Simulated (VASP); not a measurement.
Band structure of Be$_{4}$S$_{3}$Se (ordered alloy cell). Computed with PBE GGA, VASP's PBE PAW potentials (set 64) (plane waves; VASP).

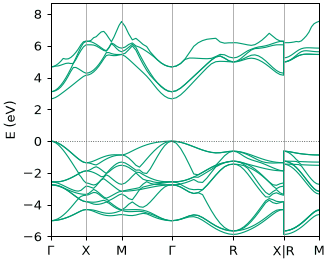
Figure. Bands along high-symmetry lines, zero at the valence-band maximum or, without a gap, the Fermi level

Q: Read the plot: is there a gap, and where are the band edges?

A: The gap is direct, 2.66 eV, from the valence maximum at Γ to the conduction minimum at Γ. (Edges off the drawn lines would not show.)

The structure was generated: Be4S3Se was put into an ordered model structure (P-43m), which need not be its known phase. It was relaxed first.
